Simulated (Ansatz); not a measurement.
Where the default PAW files enter, the runs use the earlier of Ansatz's two default sets.

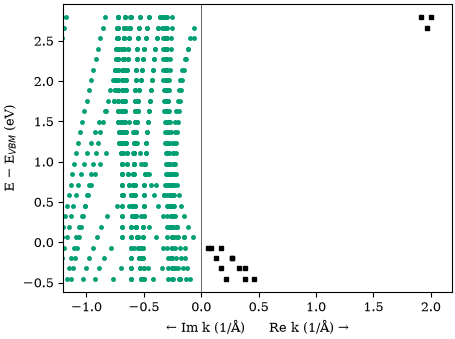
*Complex bands at the centre of the two-dimensional zone; r2SCAN in Ansatz (a first-principles code)*

The gap is the functional's own. No spin-orbit coupling. Mid-gap values are interpolated on the energy grid.

Task: This is SiC (P6_3mc, 8 atoms a cell, 10.3 Å³ an atom) along the normal of (110). Read off the slowest decay at the centre of the two-dimensional zone at 1.24 eV, the computed energy nearest the middle of the gap.

Result: κ ≈ 0.22 1/Å, a decay length 1/(2κ) of the density of 2.3 Å.
